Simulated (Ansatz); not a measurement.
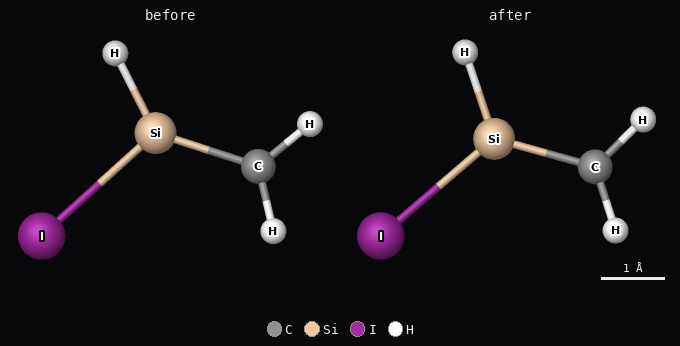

The structure of CH₃ISi before (left) and after (right) a relaxation, at one scale.

A ball-and-stick model, seen face on.

All numbers below come from RKS PBE0-D4/def2-TZVP (Ansatz 0.2.0). Settings: force threshold 0.005 eV/Å; at most 200 steps.

### What changed between the two?

The energy falls by 0.134 eV in 5 accepted moves (6 points after the start). Largest force component: 2 eV/Å at the start, 0.0021 eV/Å at the end. The line search rejected the trial step at point 3 of the run. The largest move after the best rigid fit is that of an H atom, 0.16 Å. Largest moves by element: H 0.16 Å, Si 0.10 Å, C 0.05 Å, I 0.01 Å. Near-neighbour distances that change, for instance: I–Si 2.473 → 2.405 Å, C–Si 1.746 → 1.694 Å, H–Si 1.445 → 1.475 Å, C–H 1.075 → 1.085 Å. Among the angles between lasting bonds that change: C–Si–H 134.9° → 124.3°, I–Si–H 105.3° → 112.0°, C–Si–I 119.7° → 123.8°. The run took 22 s on 2 threads of Intel Xeon Platinum 8259CL @ 2.50GHz, with other jobs on the host.
